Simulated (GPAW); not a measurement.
# Surface energy and work function of Na(110) from slabs of 3 to 12 layers (LDA)

How do energy and work function of Na(110) films settle with thickness, and what surface energy follows?

Set-up. GPAW 26.7.0, plane waves at 450 eV with PAW setups; symmetric 1×1 slabs cut at the tabulated lattice constant (two decimals; low-temperature values for the alkali metals), atoms at bulk places, 7.5 Å of vacuum on each side, one in-plane mesh for all thicknesses, Fermi-Dirac smearing of 0.1 eV. Energies are extrapolated to zero smearing and count from the program's reference atoms. Functional LDA. The cell's area is 12.652 Å².

What came out, but for one run:

| layers | energy (eV) | work function (eV) |
| --- | --- | --- |
| 3 | −3.9986 | 3.04 |
| 4 | −5.4506 | 3.00 |
| 5 | −6.9129 | 2.97 |
| 6 | −8.3710 | 2.95 |
| 7 | −9.8352 | 2.95 |
| 8 | −11.2897 | 2.96 |
| 9 | −12.7523 | 2.96 |
| 10 | −14.2068 | 2.97 |
| 11 | −15.6645 | 2.96 |
| 12 | ? | ? |

To predict: What surface energy do these runs give, and what energy and work function should the 12-layer slab have?

**Working.** A slab of n layers has E(n) = nε + 2Aγ once its middle is bulk-like. A line through n = 6 to 11 has the slope ε = −1.4584 eV a layer and the intercept 2Aγ = 0.3767 eV (r.m.s. residual 2.3 meV). So γ = 0.3767 / (2 × 12.652 Å²) = 0.0149 eV/Å² = 0.24 J/m², with a standard error of under 0.01 J/m² from the scatter about the line. For 12 layers: 0.3767 + 12 × (−1.4584) = −17.124 eV; the run gives −17.124 eV, 0.5 meV over the line. The work function has no such law: from 6 to 11 layers it moves between 2.95 and 2.97 eV (mean 2.96), and the 12-layer slab gives 2.96 eV. The thinnest slab, 3 layers, lies +0.08 eV from that mean.

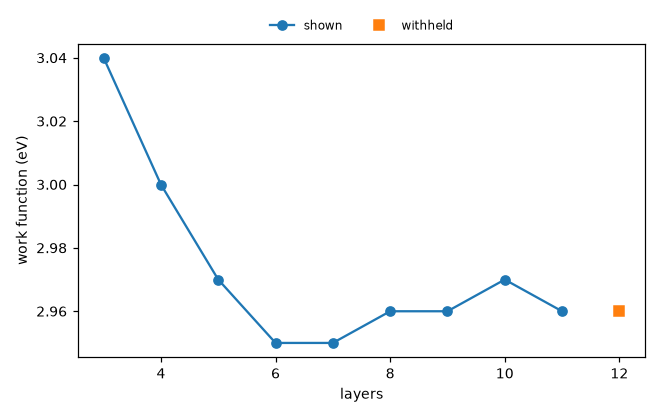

Work function against thickness.

**Limits.** The surfaces are unrelaxed, so γ is an upper bound for this functional and lattice constant. The tabulated lattice constant isn't the functional's own, which strains the slab a little.
